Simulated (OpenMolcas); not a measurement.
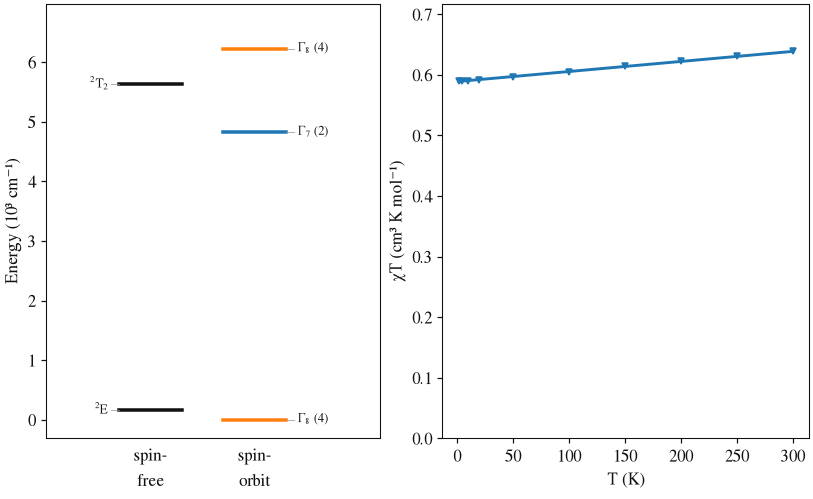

Levels of a 3d ion of charge +2 as a dopant in KZnF₃, a cluster with its 6 nearest F⁻ at 2.035 Å (octahedron) embedded in model potentials and point charges; the geometry was set, not optimised. Labels give the representation in O, Td, D4 or D3 as the site allows (double group for half-integer spin) where it could be assigned and, in brackets, the degeneracy; spin-free states, where drawn, share the zero of the spin-orbit levels. Level of the calculation: state-averaged CASSCF, the open shell active, basis ANO-RCC-VDZP on all atoms, DKH2 scalar Hamiltonian, spin-orbit coupling by RASSI with atomic mean-field integrals (OpenMolcas). Powder susceptibility by Van Vleck's formula.

Q: Which ion is the dopant?

A: Cu²⁺ (3d⁹). The ground level is Γ₈, 4-fold degenerate, 100 % from states of spin multiplicity 2. The next level lies at 4,820 cm⁻¹ (Γ₇). The lowest spin-free state is ²E, from the free-ion D term; of the same spin there follows at 5,470 cm⁻¹ (²T₂) above it. A ligand-field fit to the spin-free states gives |10Dq| = 5,470 cm⁻¹. χT is 0.589 cm³ K mol⁻¹ at 2 K and 0.639 at 300 K, an effective moment of 2.26 μB. The active orbitals hold 95 to 99 % metal character (Löwdin), and the Mulliken charge of the metal is +1.51.

Note: orbital doublet at a regular site, Jahn-Teller distortion not allowed for; the geometry is set by hand, with no relaxation and no charge compensation.
